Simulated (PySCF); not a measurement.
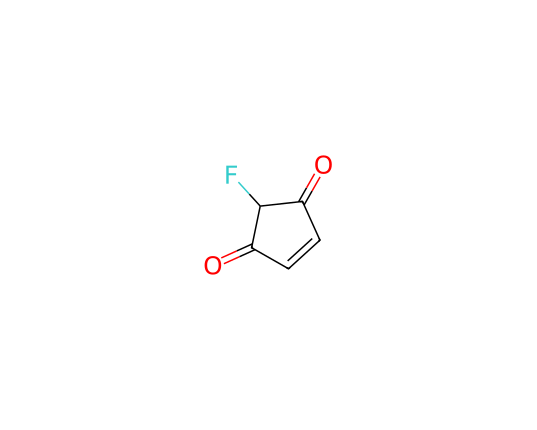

Give its SMILES.

O=C1C=CC(=O)C1F

What is the molecular formula?

C5H3FO2.

An optimisation with PBE0-D3(BJ)/def2-SVP gave a structure of which point group?

Cs.

More results for the same structure follow; atom numbers are the same in all pictures, views and colours differ. The computed structure is the end point of a PBE0-D3(BJ)/def2-SVP optimisation. No frequency run is at hand to confirm it as a minimum.

**Geometry**

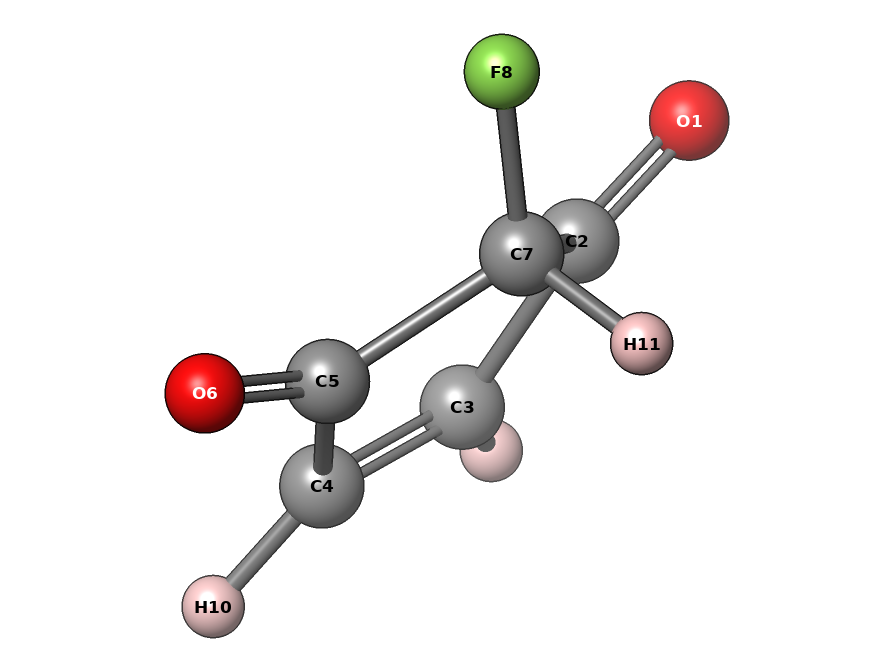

C2 lies behind C7. The molecule seen a little off the C7–C2 bond, C7 in front. Depth is shown by fading: the farther an atom, the more it takes the colour of the background. No frequency run is at hand to confirm it as a minimum.

What is the torsion angle F8–C7–C2–O1? The sign is positive where the front bond must turn clockwise to cover the back bond.

38°, synclinal (gauche).

**Bond orders**

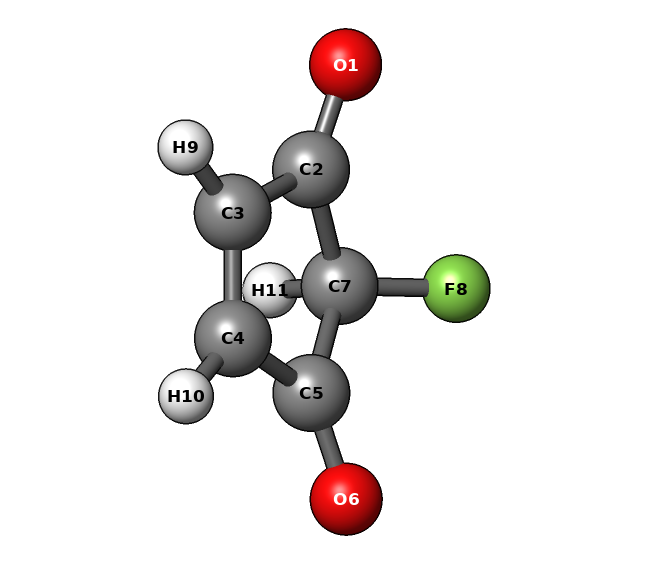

Every bond is drawn as one stick. No frequency run is at hand to confirm it as a minimum. Computed with PBE0/pcSseg-1 in dichloromethane (IEF-PCM) (PySCF 2.14.0).

Which bond has the highest Mayer bond order?

O1–C2 and C5–O6, 1.99, at a length of 1.200 Å.

List the Mayer bond orders of C3–C4, C2–C3, C3–H9, O1–C2, C2–C7, C7–F8, C7–H11 (one bond of each equivalent set).

```json
{"bond": "C3–C4", "Mayer order": "1.66", "length (Å)": "1.347"}
{"bond": "C2–C3", "Mayer order": "1.00", "length (Å)": "1.488"}
{"bond": "C3–H9", "Mayer order": "0.96", "length (Å)": "1.092"}
{"bond": "O1–C2", "Mayer order": "1.99", "length (Å)": "1.200"}
{"bond": "C2–C7", "Mayer order": "0.92", "length (Å)": "1.530"}
{"bond": "C7–F8", "Mayer order": "0.91", "length (Å)": "1.349"}
{"bond": "C7–H11", "Mayer order": "0.90", "length (Å)": "1.108"}
```

**Ring current**

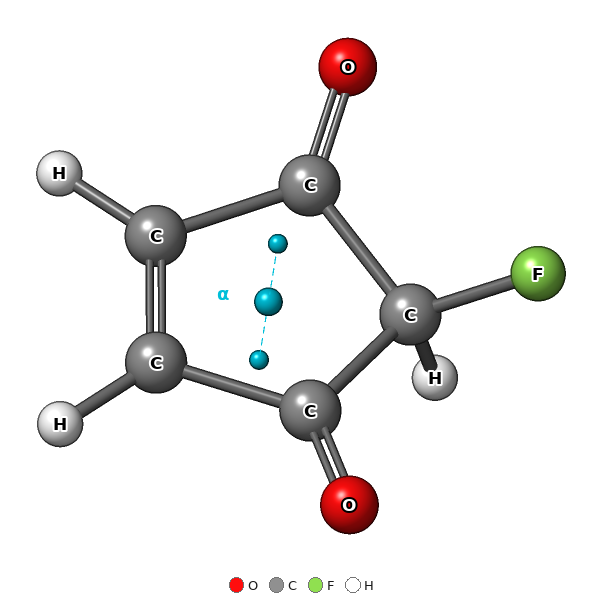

The small points mark where nucleus-independent chemical shifts (NICS) were computed: at the centre of each lettered ring and 1 Å above and below it. No frequency run is at hand to confirm it as a minimum. Properties computed with GIAO PBE0/pcSseg-1 NMR shielding, non-relativistic, IEF-PCM dichloromethane (PySCF 2.14.0).

Give NICS(0), NICS(1) and the out-of-plane component NICS(1)zz for each ring (means of the two sides).

```csv
ring,members,NICS(0),NICS(1),NICS(1)zz
α,C5,5.9,−2.8,−2.9
```

Values in ppm.

What do the values say about the ring currents?

Ring α: weak, as in a non-aromatic ring. NICS is one index among several.

**Levels of theory compared**

No frequency run is at hand to confirm it as a minimum. Program: PySCF 2.14.0.

At this fixed geometry, give HOMO energy (eV), HOMO–LUMO gap (eV) at these levels: BHandHLYP/aug-pcX-1 (pcseg-1 on H); CAM-B3LYP/def2-SVPD; CAM-B3LYP/def2-SVPD in dichloromethane (IEF-PCM); CAM-B3LYP/def2-SVPD in dimethylsulfoxide (IEF-PCM); PBE0/pcSseg-1 in dichloromethane (IEF-PCM); PBE0/pcSseg-1 in dimethylsulfoxide (IEF-PCM).

| level | HOMO energy (eV) | HOMO–LUMO gap (eV) |
| --- | --- | --- |
| BHandHLYP/aug-pcX-1 (pcseg-1 on H) | −9.43 | 7.34 |
| CAM-B3LYP/def2-SVPD | −9.37 | 7.29 |
| CAM-B3LYP/def2-SVPD in dichloromethane (IEF-PCM) | −9.29 | 7.51 |
| CAM-B3LYP/def2-SVPD in dimethylsulfoxide (IEF-PCM) | −9.29 | 7.54 |
| PBE0/pcSseg-1 in dichloromethane (IEF-PCM) | −7.69 | 4.83 |
| PBE0/pcSseg-1 in dimethylsulfoxide (IEF-PCM) | −7.68 | 4.86 |
